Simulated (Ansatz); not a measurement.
# C₃H₁₀Si₂: what the fields show

```csv
atom,x (Å),y (Å),z (Å)
C,-0.1517,0.8178,-0.3126
C,-0.6500,-0.5703,-0.7541
C,2.2893,-0.6974,-0.9960
Si,0.7120,-1.3340,-1.8360
Si,1.6619,0.6193,0.2174
H,-0.7780,1.2591,0.4799
H,-0.1840,1.5234,-1.1622
H,-0.7935,-1.2228,0.1259
H,-1.6239,-0.5257,-1.2684
H,0.6208,-0.7966,-3.2314
H,0.6329,-2.8268,-1.9030
H,2.8209,-1.5035,-0.4667
H,2.9889,-0.2723,-1.7323
H,2.4291,1.9024,0.1531
H,1.7335,0.1005,1.6210
```

Geometry: PBE0-D3(BJ)/def2-SVP.

Level of theory: isolated molecule in a Gaussian basis; Kohn-Sham density functional theory, functional PBE0 in Ansatz.

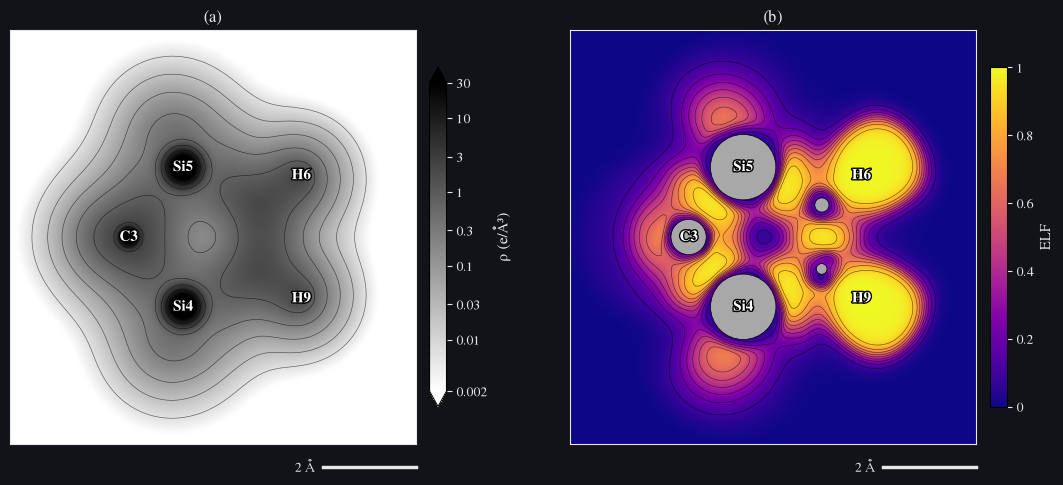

Figure 1. (a) total electron density; (b) ELF on the plane of atoms Si4, C3 and Si5. Grey discs cover the atomic cores in the ELF map.

> Describe what can be read from this map.

- Atoms in the plane: C, Si and H.
- C–Si (1.90 Å): the density is about 0.9 e/Å³ at the midpoint; the ELF peaks at about 0.95 between the atoms: localised, covalent bonding.

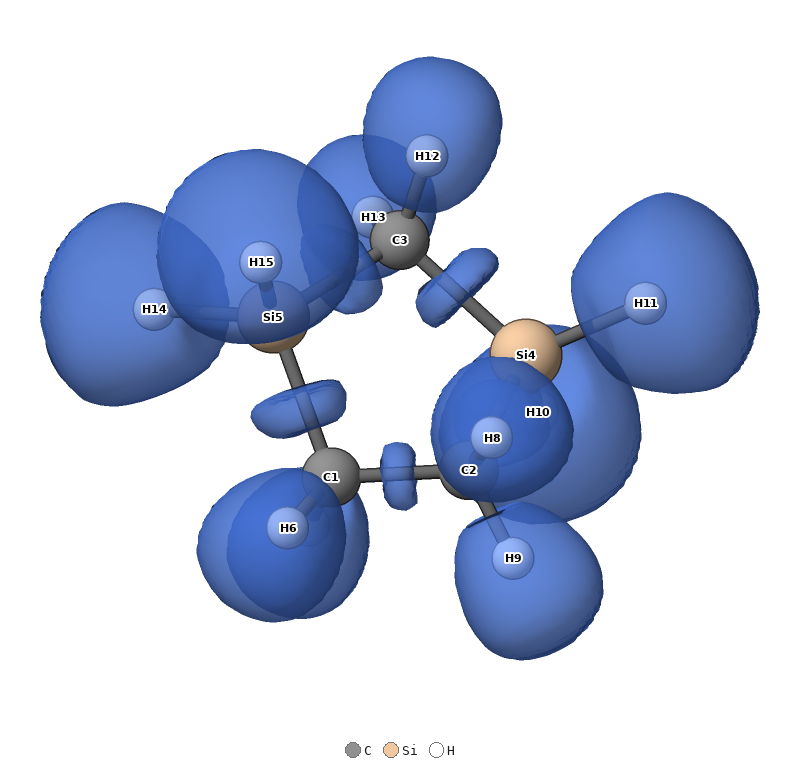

Figure 2. Isosurface of the electron localisation function at 0.85 (blue), seen at a tilt. Only the valence region is drawn (cores and ρ < 0.01 e/Å³ removed).

> Describe the localisation domains.

The ELF exceeds this value in one region between bonded C–C atoms (shared pairs), four regions between bonded C–Si atoms (shared pairs) and ten regions around hydrogen nuclei.


C–C (1.54 Å): the ELF peaks at about 0.95 between the atoms; a covalent bond.

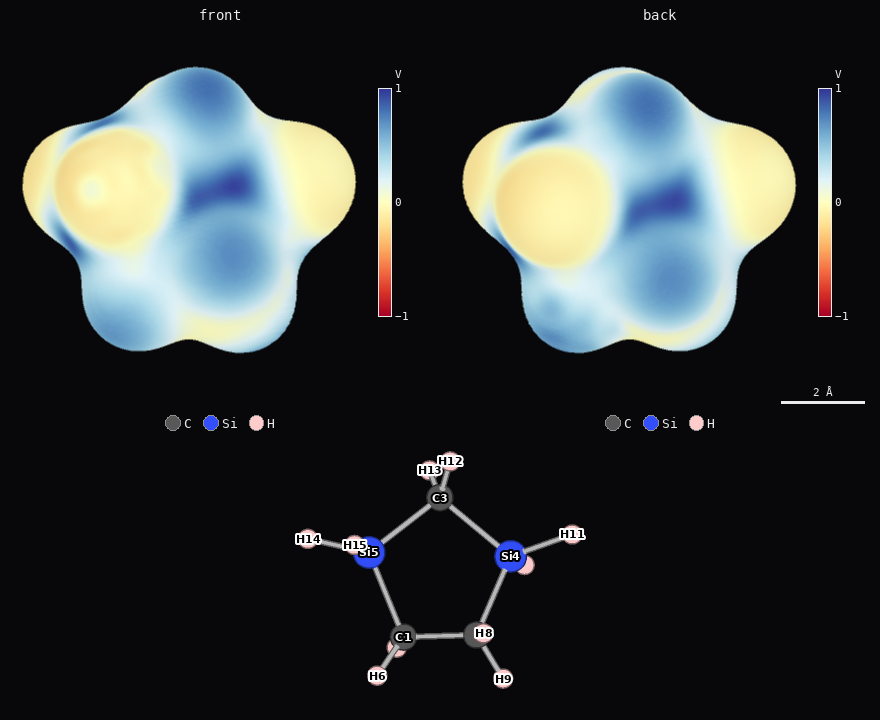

Figure 3. The molecular electrostatic potential painted on the density surface at 0.002 e/bohr³, seen from the front and from behind; the colour scale runs from red (negative) to blue (positive). The bare structure is drawn below in the same view.

> Describe the electrostatic potential map.

The most negative region (about −0.2 V) lies over H10, H11, H14 and H15, the most positive (about +0.9 V, or +21 kcal/mol for a unit charge) over Si4 and Si5.

> What dipole moment does the calculation give?

Its dipole moment is 0.27 D.

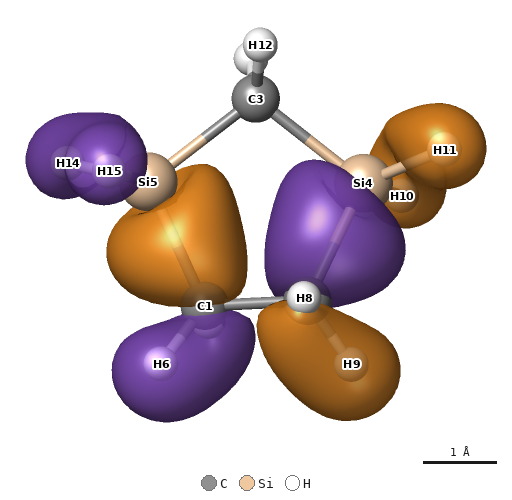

Figure 4. The HOMO at ±0.1 Å⁻³ᐟ² (orange and purple are the two phases), seen across its widest extent.

> Describe this orbital and give its energy.

It lies mainly on C1 (about 20 %), C2 (about 20 %), Si4 (about 15 %) and Si5 (about 15 %). Its energy is −8.13 eV.
